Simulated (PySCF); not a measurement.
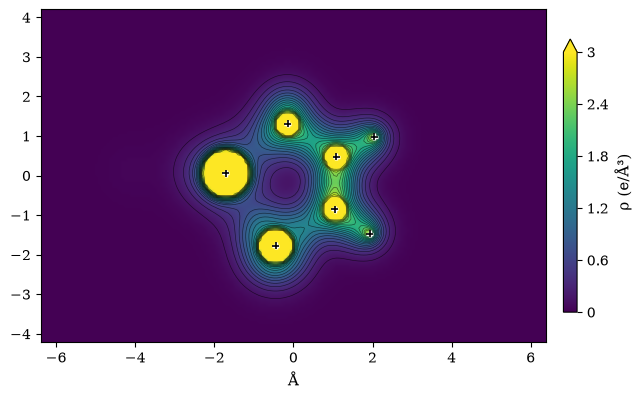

The total electron density on a plane through atoms (crosses mark nuclei in the plane).

Theory: PySCF 2.14.0, CAM-B3LYP/def2-SVPD, SCF density, gas phase.

Candidates:
A. C4H6GeO2S
B. C6H6F2 (SMILES FCC=C=C=CCF)

**Which system is this?**

Candidate A: C4H6GeO2S on the plane of atoms C6, C7 and S8, which holds Ge, C, S and H. C–C (1.32 Å): the density is about 2.3 e/Å³ at the midpoint. C–S (1.76 Å): ρ is about 1.3 e/Å³ halfway.
